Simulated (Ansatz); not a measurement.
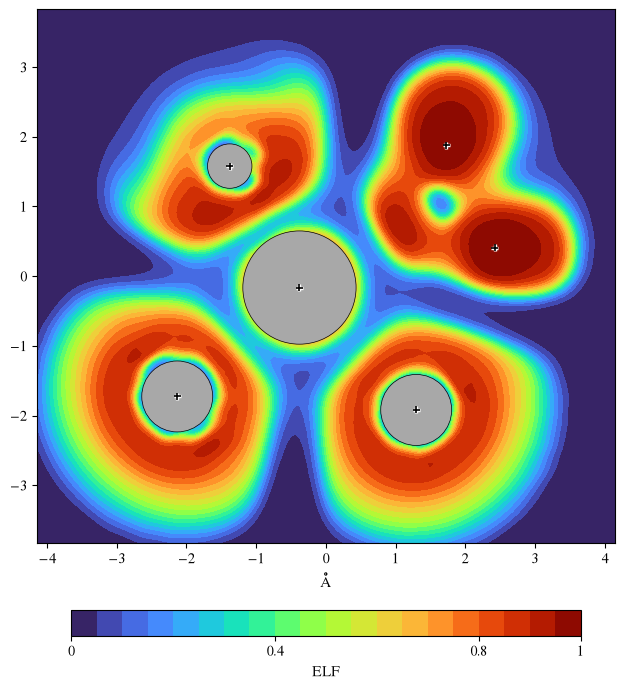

The electron localisation function on a plane through atoms (crosses mark nuclei in the plane; grey discs cover the cores).

All numbers below come from Ansatz 0.2.0, RKS PBE/def2-SVP.

Candidates:
A. Cl2FH7N3Ta
B. FH3HfO3···HCl

Which system is this?

Answer. Candidate A: Cl2FH7N3Ta on the plane of atoms N6, Ta1 and Cl12, which holds Ta, H, Cl and N. Ta–N (2.01 Å): the ELF peaks at about 0.90 in the valence shell of N, 0.6 Å from its nucleus, and is about 0.30 at the midpoint. Ta–Cl (2.35 Å): the ELF peaks at about 0.85 in the valence shell of Cl, 0.9 Å from its nucleus, and is about 0.35 at the midpoint.
